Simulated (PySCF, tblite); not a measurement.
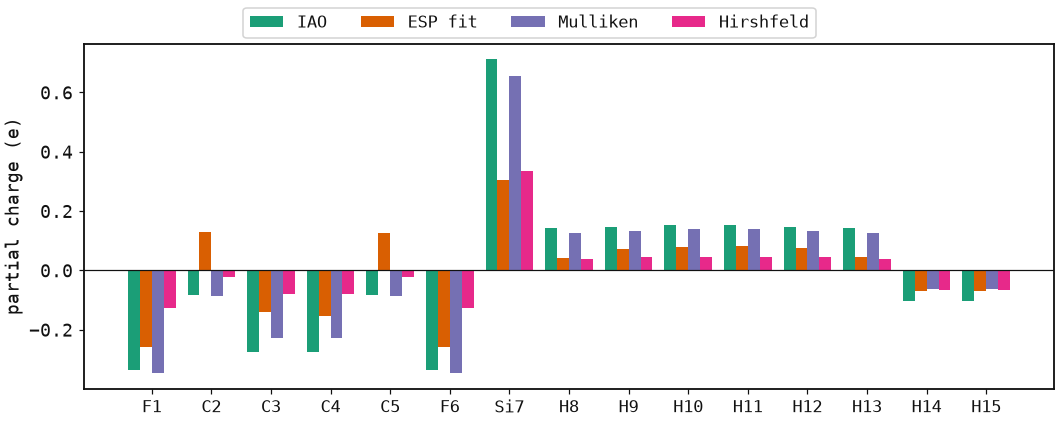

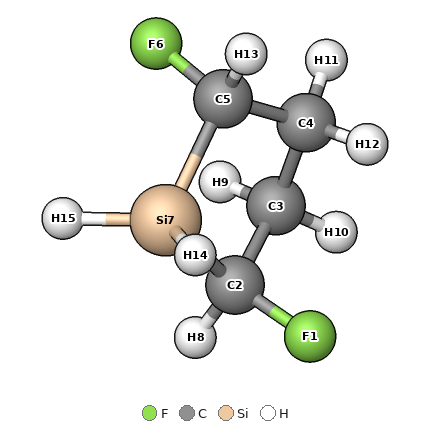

Atomic charges of C₄H₈F₂Si, SMILES F[C@@H]1CC[C@@H](F)[SiH2]1 by 4 schemes, PBE0/pcSseg-1 with PySCF, at a GFN2-xTB geometry (a minimum by its frequencies).

> Which scheme gives the smallest charges overall?

Hirshfeld: mean absolute charge Hirshfeld 0.08, ESP fit 0.13, Mulliken 0.19, IAO 0.21 e.

> On which atom do the schemes disagree most?

On Si7: IAO 0.71, ESP fit 0.30, Mulliken 0.65, Hirshfeld 0.34 e.

Note: the tight-binding geometry is rougher than a DFT one and adds to the error; one conformer of a flexible molecule.
